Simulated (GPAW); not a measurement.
# Quasiparticle gap of BaTiO3 (P4mm) in GPAW, part 2 of 2

Aim: the G0W0 gap of BaTiO3 (P4mm) on PBE, step by step.

GPAW 26.7.0; PBE and many-body steps on it, plane waves. Known limits of the many-body steps: not at the basis limit; no spin-orbit coupling; coarse k mesh.

So far. Step 3 (Bands along the symmetry lines): The gap is 1.813 eV, as in the run before at this level. Step 4 (Empty states on the mesh, 4×4×4 mesh, 768 bands): On this mesh the gap is 1.813 eV.

The database entry behind the starting cell differs from later determinations by our own check (c/a about 0.6 % short), so it need not match the best structure at ambient conditions.

## (5) Screening and self-energy, 4×4×4 mesh, 352 bands, screening to 180 eV

G0W0 replaces the xc potential by the self-energy, built once from these orbitals. Only a window of levels is corrected, while the sums run over the empty bands that the input names.

This step: G0W0 on PBE, plane waves, PAW.

run.py reads:

```python
import json
import numpy as np
from gpaw.mpi import world
from gpaw.response.g0w0 import G0W0

gw = G0W0('full.gpw',
    filename='gw',
    kpts=[0, 17],
    bands=(18, 22),
    ecut=180,
    nbands=352,
    integrate_gamma='WS',
    ppa=True)
gw.calculate()
res = {mode: {k: v for k, v in r.items() if k != 'sigma_eskwn'}
       for mode, r in gw.all_results.items()}

if world.rank == 0:
    with open('result.json', 'w') as f:
        json.dump(res, f, default=lambda x: x.tolist())
```

Command:

```
mpirun -n 4 gpaw python run.py
```

Numbers of over 12 decimals in the logs are rounded to 6 here.

The log of the run:

```text
Using integrator: PointIntegrator
FrequencyGridDescriptor(from 0.000+0.000j to 0.000+27.211j eV, 2 points)
Nonperiodic BCs:  [False False False]
Using integrator: PointIntegrator
FrequencyGridDescriptor(from 0.000+0.000j to 0.000+27.211j eV, 2 points)
Nonperiodic BCs:  [False False False]
  ___  _ _ _
 |   || | | |
 | | || | | |
 |__ ||_____|
 |___|

BZ k-points: Symmetries present (total): 8

  [... matrices ...]
64 k-points: 4 x 4 x 4 Monkhorst-Pack grid + [1/8,1/8,1/8]
18 k-points in the irreducible part of the Brillouin zone
       k-points in crystal coordinates                weights
   0:     0.00000000    0.00000000    0.00000000          1/64
   1:     0.00000000    0.00000000    0.25000000          2/64
   2:     0.00000000    0.00000000    0.50000000          1/64
   3:     0.25000000    0.00000000    0.00000000          4/64
   4:     0.25000000    0.00000000    0.25000000          8/64
   5:     0.25000000    0.00000000    0.50000000          4/64
   6:     0.25000000    0.25000000    0.00000000          4/64
   7:     0.25000000    0.25000000    0.25000000          8/64
   8:     0.25000000    0.25000000    0.50000000          4/64
   9:     0.50000000    0.00000000    0.00000000          2/64
          ...
  17:     0.50000000    0.50000000    0.50000000          1/64

Distributing spins, k-points and bands (1 x 2 x 4) over 4 processes
Number of blocks: 1

Quasi particle states:
k-points (IBZ indices): [0, 17]
Band range: (18, 22)
  [... matrices ...]
Computational parameters:
Plane wave cut-off: 180 eV
Number of bands: 352
Coulomb cutoff: None
Broadening: 0.1 eV

fxc modes: GW
Kernel: RPA
Using Godby-Needs plasmon-pole approximation:
  Fitting energy: i*E0, E0 = 1.000 Hartree
Summing all q:

Calculating screened Coulomb potential
No Coulomb truncation
FrequencyGridDescriptor(from 0.000+0.000j to 0.000+27.211j eV, 2 points)
Removing empty qpoint cache files...

Calculating chi0 body with:
    Ground state adapter containing:
    Number of spins: 1
    Number of kpoints: 64
    Number of irreducible kpoints: 18
    Number of completely occupied states: 20
    Number of partially occupied states: 20
    Occupied states memory: 4.21875 M / cpu

    Linear response parametrization:
    q_c: [0.0, 0.0, 0.0]
    Number of frequency points: 2
    Planewave cutoff: 180.0
    Number of bands: 352
    Number of planewaves: 365
    Broadening (eta): 1e-06
    comm.size: 4
    kncomm.size: 4
    blockcomm.size: 1

    Memory estimate of potentially large arrays:
        chi0_wGG: 4.065704 M / cpu
Integrating chi0 body.

Symmetries of q_c:
    Direct symmetries (Uq -> q): 8
    Indirect symmetries (TUq -> q): 8
In total 16 allowed symmetries.

  [... matrices ...]
18 groups of equivalent kpoints. 71.875% reduction.

Integral kind: response function
Integrating chi0 head and wings.

Symmetries of q_c:
    Direct symmetries (Uq -> q): 8
    Indirect symmetries (TUq -> q): 8
In total 16 allowed symmetries.

  [... matrices ...]
18 groups of equivalent kpoints. 71.875% reduction.

Integral kind: response function wings

Calculating chi0 body with:
    Ground state adapter containing:
    Number of spins: 1
    Number of kpoints: 64
    Number of irreducible kpoints: 18
    Number of completely occupied states: 20
    Number of partially occupied states: 20
    Occupied states memory: 4.21875 M / cpu

    Linear response parametrization:
[... the further q-points ...]

Results:
f:      Occupation numbers
eps:     KS-eigenvalues [eV]
vxc:     KS vxc [eV]
exx:     Exact exchange [eV]
sigma:   Self-energies [eV]
dsigma:  Self-energy derivatives
Z:       Renormalization factors
qp:      QP-energies [eV]

k-point 0 (0): (0.000, 0.000, 0.000)                GW
band       f     eps     vxc     exx   sigma  dsigma       Z      qp
                                                                   GW
  18   1.000   7.398 -21.144 -25.630   4.033  -0.316   0.760   7.054
  19   1.000   7.398 -21.144 -25.629   4.033  -0.316   0.760   7.055
  20   0.000   9.489 -20.207 -12.591  -5.734  -0.301   0.769  10.936
  21   0.000   9.702 -20.398 -13.096  -5.443  -0.303   0.767  11.128

k-point 1 (17): (0.500, 0.500, 0.500)                GW
band       f     eps     vxc     exx   sigma  dsigma       Z      qp
                                                                   GW
  18   1.000   7.592 -20.810 -25.858   4.545  -0.328   0.753   7.213
  19   1.000   7.676 -20.833 -25.895   4.578  -0.329   0.752   7.312
  20   0.000  11.873 -23.713 -14.744  -6.620  -0.373   0.728  13.584
  21   0.000  11.873 -23.713 -14.744  -6.620  -0.373   0.728  13.584
```

It took 14 min on 4 MPI ranks of Intel Xeon Platinum 8259CL at 2.50GHz (Skylake/Cascade Lake), shared host; peak memory 2.2 GiB.

Numbers from this step:

* G0W0 gap on the points computed: 3.625 eV
* least direct G0W0 gap on the computed points: 3.882 eV
* Z at the valence top: 0.7524
* Z at the conduction bottom: 0.7688
* starting gap on the mesh: 1.813 eV
* k of the valence top: 0.5, 0.5, 0.5
* k of the conduction bottom: 0, 0, 0

The gap on the mesh goes from 1.81 eV to 3.62 eV, a correction of +1.81 eV.

Limits: finite bands, cutoff and mesh; no spin-orbit coupling; coarse k mesh. v1 is the top filled band, c1 the lowest empty one. The levels before and after the correction (eV, zero at the valence-band top of each column):

```
           conduction bottom  valence top
Kohn-Sham               1.81         0.00
     G0W0               3.62         0.00
```

|  | level | energy (eV) |
| --- | --- | --- |
| Kohn-Sham | Γ v2-v1 | -0.278 |
| Kohn-Sham | Γ c1 | 1.813 |
| Kohn-Sham | Γ c2 | 2.026 |
| Kohn-Sham | (0.5 0.5 0.5) v2 | -0.084 |
| Kohn-Sham | (0.5 0.5 0.5) v1 | 0.000 |
| Kohn-Sham | (0.5 0.5 0.5) c1-c2 | 4.197 |
| G0W0 | Γ v2-v1 | -0.258 |
| G0W0 | Γ c1 | 3.625 |
| G0W0 | Γ c2 | 3.816 |
| G0W0 | (0.5 0.5 0.5) v2 | -0.099 |
| G0W0 | (0.5 0.5 0.5) v1 | 0.000 |
| G0W0 | (0.5 0.5 0.5) c1-c2 | 6.273 |

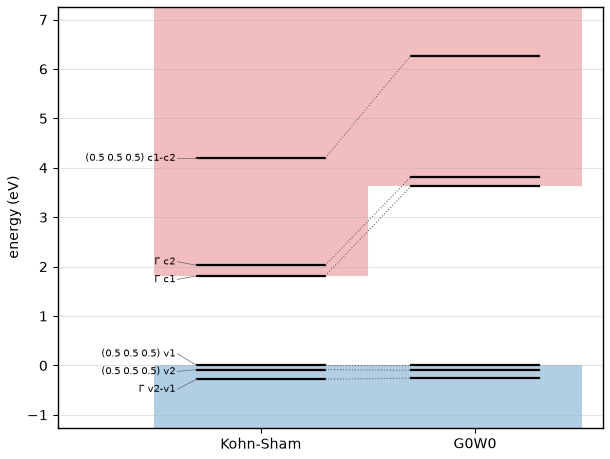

Levels before and after the correction. Shaded: valence and conduction bands.

## (6) Where the time went

Times are wall times on 4 MPI ranks of Intel Xeon Platinum 8259CL at 2.50GHz (Skylake/Cascade Lake), shared host. The host was busy with other work, so they are no guide to cost.

```csv
step,time,share,memory (GiB)
ground state,33 s,3 %,0.79
bands along the symmetry lines,37 s,4 %,0.91
empty states on the mesh,96 s,10 %,2.6
screening and self-energy,14 min,83 %,2.2
```

## (7) Summary of results

* PBE gap: 1.81 eV, indirect
* G0W0 gap on the mesh: 3.62 eV
* GW settings: 4×4×4 mesh, 352 bands, screening to 180 eV, Godby-Needs plasmon pole
* known limits: not at the basis limit; no spin-orbit coupling; coarse k mesh

**Reading.** G0W0 moves the gap on the mesh from 1.81 eV to 3.62 eV (+1.81 eV), with Z of 0.75 and 0.77 at the edges. Only 2 of the mesh's irreducible points were corrected, so a valley elsewhere could overtake. The dearest step here is «screening and self-energy». Bands and cutoff are finite, so the gap is not at the basis limit. The miss can reach some tenths of an eV and take either sign; the mesh is an error of its own. These stock PAW sets were not made for GW. In the G0W0 run levels were corrected at 2 k points alone, so a gap called «on the mesh» is the least over those, and an edge elsewhere would be missed. The 4×4×4 mesh is coarse for this cell, which bears on the long-range parts of exchange and screening. The many-body steps are scalar-relativistic: spin-orbit coupling is not in them.

[Paths, hosts, dates, memory and timing lines, banners, echoed tables and standing remarks are left out of the program output.]

[Logs are printed without paths, hosts, clocks, repeated set-up lines and the standing remarks that a program may print on its own settings, such as how far it seeks lower states.]

[Runs of the session that timed out or met a known fault of the program may be left out.]

[Hosts, paths, dates, database ids (printed as entryN), source tags and the programs' standing remarks are cut or masked in the printed files.]
